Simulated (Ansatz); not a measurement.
# Calculations on BH3ClF

Part 1: Relaxation

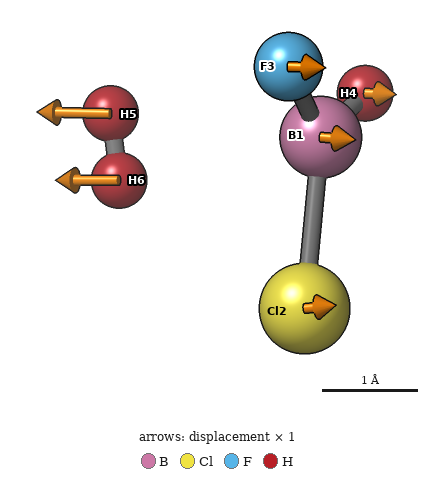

A relaxation of BH₃ClF. The starting structure is drawn; orange arrows show the displacements, at their true length. The two geometries are superimposed by the best rigid fit.

The picture is a ball-and-stick view, seen at a tilt.

The run prepares an end point of a later path (reaction) calculation, from a guessed geometry.

Computed with RHF/def2-SVP (Ansatz). (no spin polarisation; force threshold 0.03 eV/Å; at most 50 steps)

Q: Which element moves most?

A: Hydrogen: up to 0.85 Å, against 0.44 Å for fluorine.

Q: What happened in the run?

A: The energy falls by 5.60 kcal/mol in 16 accepted moves (20 points after the start). The largest force component goes from 1.4 to 0.012 eV/Å. The line search rejected the trial steps at points 2, 12, 15, 19 of the run. The forces were under the threshold at step 6, but the run went on from there. H5 moves most after the best rigid fit: 0.85 Å. Largest moves by element: H 0.85 Å, F 0.44 Å, B 0.42 Å, Cl 0.38 Å. Among the contacts that change: B1–Cl2 1.819 → 1.755 Å, H5–H6 0.710 → 0.747 Å, B1–H4 1.184 → 1.189 Å, B1–F3 1.296 → 1.301 Å. Cost: 19 s on 1 thread of Arm Neoverse V1, on a shared host, peak memory 0.11 GiB.

Limits of the set-up: the start holds two separate molecules, 2.3 Å apart at their closest, whose relative position is a soft coordinate and is computed without a dispersion correction; Hartree-Fock leaves out electron correlation.

Part 2: Relaxation

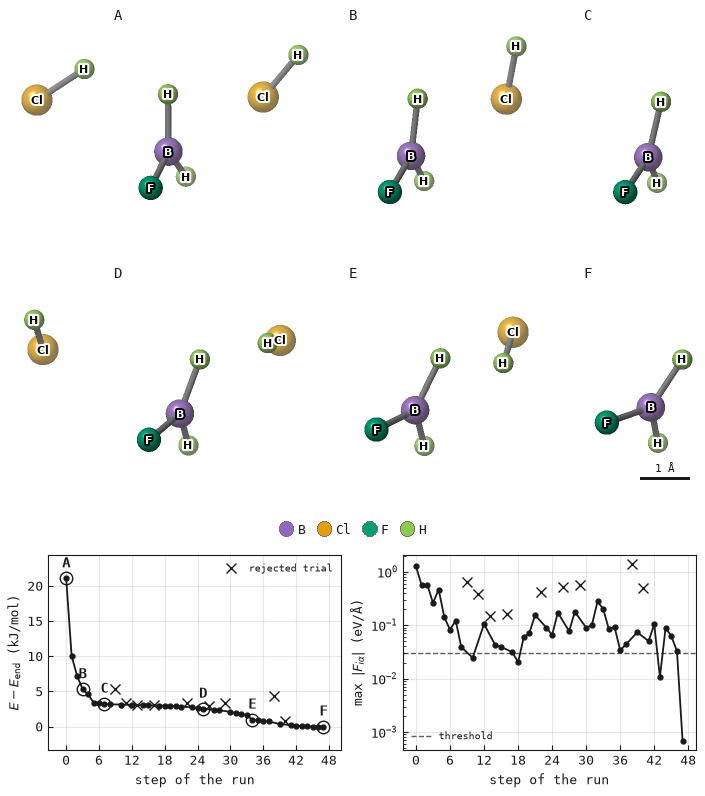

Frames of a relaxation of BH3ClF, marked on the history of the run. The picture is a ball-and-stick view, seen from a free direction.

The run prepares an end point of a later path (reaction) calculation, from a guessed geometry.

All numbers below come from RHF/def2-SVP (Ansatz 0.2.0). Settings: no spin polarisation; force threshold 0.03 eV/Å; at most 50 steps.

Describe the path.

The largest move after the best rigid fit is that of an H atom, 1.33 Å. Largest moves by element: H 1.33 Å, Cl 0.58 Å, F 0.58 Å, B 0.26 Å. Near-neighbour distances that change, for instance: Cl–H 1.321 → 1.273 Å, B–F 1.308 → 1.317 Å. Over 38 accepted moves (47 points after the start) the energy falls by 21.1 kJ/mol. The largest force component goes from 1.3 to 0.00067 eV/Å. The line search rejected the trial steps at points 9, 11, 13, 16, 22, 26, 29, 38 and more of the run. The forces were under the threshold at step 10, but the run went on from there. Cost: 44 s on 1 thread of Arm Neoverse V1, with other jobs on the host, peak memory 0.11 GiB. From step 0 to 3: an H atom moves most (0.53 Å), energy −15.8 kJ/mol. From step 3 to 7: an H atom moves most (0.39 Å), energy −2.06 kJ/mol. From step 7 to 25: an H atom moves most (0.45 Å), energy −0.71 kJ/mol. From step 25 to 34: an H atom moves most (0.41 Å), energy −1.55 kJ/mol. From step 34 to 47: an H atom moves most (0.34 Å), energy −0.99 kJ/mol.

```json
{"step": "0", "E − E(0), kJ/mol": "0.00", "largest force component, eV/Å": "1.2684", "note": ""}
{"step": "1", "E − E(0), kJ/mol": "-11.04", "largest force component, eV/Å": "0.5564", "note": ""}
{"step": "2", "E − E(0), kJ/mol": "-13.85", "largest force component, eV/Å": "0.5715", "note": ""}
{"step": "3", "E − E(0), kJ/mol": "-15.76", "largest force component, eV/Å": "0.2618", "note": ""}
{"step": "4", "E − E(0), kJ/mol": "-16.49", "largest force component, eV/Å": "0.4658", "note": ""}
{"step": "5", "E − E(0), kJ/mol": "-17.65", "largest force component, eV/Å": "0.1411", "note": ""}
{"step": "6", "E − E(0), kJ/mol": "-17.73", "largest force component, eV/Å": "0.0823", "note": ""}
{"step": "7", "E − E(0), kJ/mol": "-17.82", "largest force component, eV/Å": "0.1217", "note": ""}
{"step": "8", "E − E(0), kJ/mol": "-17.90", "largest force component, eV/Å": "0.0386", "note": ""}
{"step": "9", "E − E(0), kJ/mol": "-15.79", "largest force component, eV/Å": "0.6402", "note": "rejected"}
{"step": "10", "E − E(0), kJ/mol": "-17.93", "largest force component, eV/Å": "0.0246", "note": ""}
{"step": "12", "E − E(0), kJ/mol": "-17.96", "largest force component, eV/Å": "0.1056", "note": ""}
{"step": "14", "E − E(0), kJ/mol": "-18.01", "largest force component, eV/Å": "0.0418", "note": ""}
{"step": "16", "E − E(0), kJ/mol": "-17.99", "largest force component, eV/Å": "0.1618", "note": "rejected"}
{"step": "18", "E − E(0), kJ/mol": "-18.09", "largest force component, eV/Å": "0.0202", "note": ""}
{"step": "20", "E − E(0), kJ/mol": "-18.18", "largest force component, eV/Å": "0.0726", "note": ""}
{"step": "22", "E − E(0), kJ/mol": "-17.66", "largest force component, eV/Å": "0.4150", "note": "rejected"}
{"step": "24", "E − E(0), kJ/mol": "-18.43", "largest force component, eV/Å": "0.0656", "note": ""}
{"step": "26", "E − E(0), kJ/mol": "-18.15", "largest force component, eV/Å": "0.5291", "note": "rejected"}
{"step": "28", "E − E(0), kJ/mol": "-18.74", "largest force component, eV/Å": "0.1780", "note": ""}
{"step": "29", "E − E(0), kJ/mol": "-17.67", "largest force component, eV/Å": "0.5621", "note": "rejected"}
{"step": "31", "E − E(0), kJ/mol": "-19.14", "largest force component, eV/Å": "0.0998", "note": ""}
{"step": "33", "E − E(0), kJ/mol": "-19.45", "largest force component, eV/Å": "0.2019", "note": ""}
{"step": "35", "E − E(0), kJ/mol": "-20.13", "largest force component, eV/Å": "0.0928", "note": ""}
{"step": "37", "E − E(0), kJ/mol": "-20.34", "largest force component, eV/Å": "0.0435", "note": ""}
{"step": "39", "E − E(0), kJ/mol": "-20.69", "largest force component, eV/Å": "0.0735", "note": ""}
{"step": "41", "E − E(0), kJ/mol": "-20.86", "largest force component, eV/Å": "0.0506", "note": ""}
{"step": "43", "E − E(0), kJ/mol": "-21.03", "largest force component, eV/Å": "0.0107", "note": ""}
{"step": "45", "E − E(0), kJ/mol": "-21.06", "largest force component, eV/Å": "0.0625", "note": ""}
{"step": "47", "E − E(0), kJ/mol": "-21.07", "largest force component, eV/Å": "0.0007", "note": ""}
```

Limits of the set-up: Hartree-Fock leaves out electron correlation.

Part 3: Path

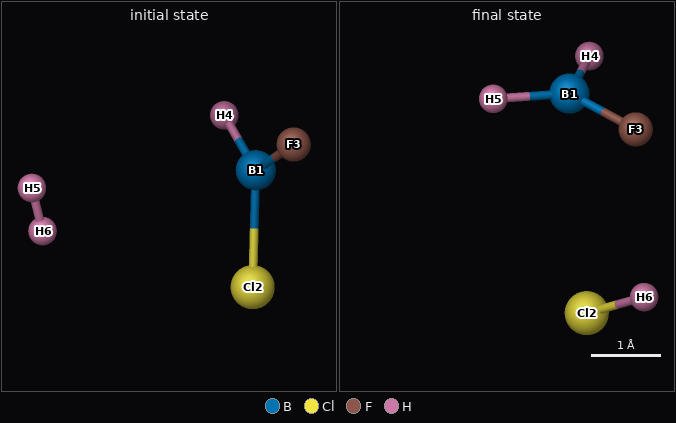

The two relaxed end points of a path for BH$_{3}$ClF, made up at the start of BHClF and H$_{2}$. A ball-and-stick model, seen at a tilt.

Theory: RHF/def2-SVP (Ansatz 0.2.0).

Settings: 5 movable images; climbing image; force threshold 0.03 eV/Å; iteration limit 60.

Start:
```xyz
6

B    -0.0050   -0.6825    0.0699
Cl    0.0140   -0.9829    1.7993
F     1.1265   -0.6449   -0.5717
H    -1.0302   -0.5195   -0.5098
H     0.1277    2.9323    0.6816
H     0.0060    2.5677    1.3219
```

End:
```xyz
6

B    -0.1940    0.5249   -0.5966
Cl   -0.1731    0.3841    2.8208
F     1.0673    0.3061   -0.2865
H    -0.8973   -0.4229   -0.7877
H    -0.5580    1.6592   -0.6983
H     0.9940    0.2189    2.3396
```

> What barrier does the band find between them, and by what path?

The energy climbs by 2.14 eV to image 3 and then falls by 1.56 eV, so the end point sits at +0.58 eV. Breaking: B1–Cl2 (1.76 → 2.15 at the top → 3.42 Å), H5–H6 (0.75 → 1.03 at the top → 3.70 Å). Forming: B1–H5 (3.67 → 1.31 at the top → 1.20 Å), Cl2–H6 (3.58 → 1.55 at the top → 1.27 Å). The band converged in 24 iterations. The largest component of the band force went from 10 to 0.029 eV/Å. The climbing image converged on the top of the path. Its vibrational analysis gives one imaginary mode (1396i cm⁻¹), as a transition state must have.

Energies of the converged images:

```json
{"image": "0", "path (Å)": "0.00", "E (eV)": "0.000"}
{"image": "1", "path (Å)": "0.91", "E (eV)": "0.025"}
{"image": "2", "path (Å)": "1.82", "E (eV)": "0.426"}
{"image": "3", "path (Å)": "2.73", "E (eV)": "2.144"}
{"image": "4", "path (Å)": "3.84", "E (eV)": "0.726"}
{"image": "5", "path (Å)": "4.94", "E (eV)": "0.609"}
{"image": "6", "path (Å)": "6.05", "E (eV)": "0.580"}
```

The geometry at the top of the path:

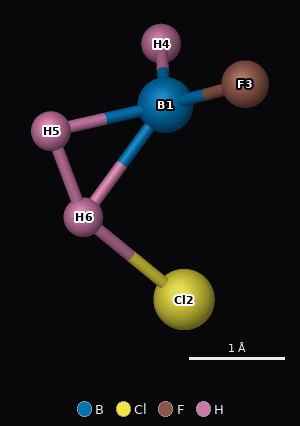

Limits of the set-up: the start holds two separate molecules, 3.5 Å apart at their closest, whose relative position is a soft coordinate and is computed without a dispersion correction; Hartree-Fock leaves out electron correlation.

The run took 75 s on 1 thread of Arm Neoverse V1, with other jobs on the host, peak memory 0.1 GiB.
